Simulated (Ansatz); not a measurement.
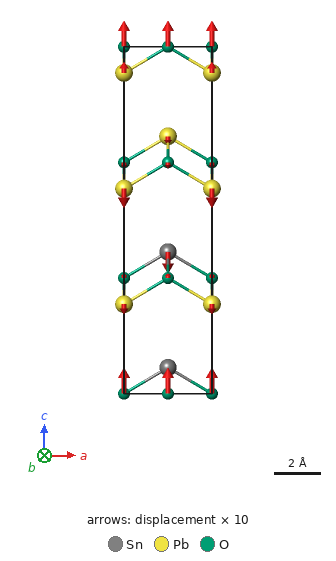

This is a relaxation of a crystal of SnPb2O3 (a generated structure, set up in P4mm) (coarse preliminary run). The starting structure is drawn; red arrows show the displacements (the part carried along by the change of the cell is left out), magnified 10 times.

A ball-and-stick model of the cell of the calculation, seen along the b axis.

All numbers below come from DFT PBE, scalar-relativistic, plane waves, PAW (Ansatz). Set-up: plane-wave cutoff 420 eV; k-point mesh 4 × 4 × 1; occupations gaussian; smearing width 0.1 eV; no spin polarisation; cell and atoms relaxed; force threshold 0.04 eV/Å; at most 70 steps.

> What did the optimiser do to the structure, and how much energy did it gain?

The largest moves relative to the cell, 0.12 Å, are those of O atoms. Largest moves by element: O 0.12 Å, Sn 0.10 Å, Pb 0.09 Å. Cell: a = b 3.903 → 3.981 Å (+2.0 %), c 15.397 → 15.843 Å (+2.9 %). Volume +7.1 %. Among the contacts that change: O–Pb 2.270 → 2.356 Å, O–Pb 2.270 → 2.315 Å, O–Sn 2.270 → 2.262 Å. Among the angles between lasting bonds that change: O–Sn–O 118.5° → 123.3°, Sn–O–Sn 118.5° → 123.3°, O–Pb–O 118.5° → 115.3°. The space group stays P4mm (No. 99). The energy falls by 0.485 eV per cell of the calculation in 4 accepted moves (5 points after the start). The largest force component goes from 1.6 to 0.029 eV/Å. Pressure: 6.01 GPa at the start and 0.26 GPa at the end. The SCF was repeated once at an unchanged geometry on a basis and grid sized afresh for the cell, which shifted the energy by 49.3 meV per cell of the calculation at most.
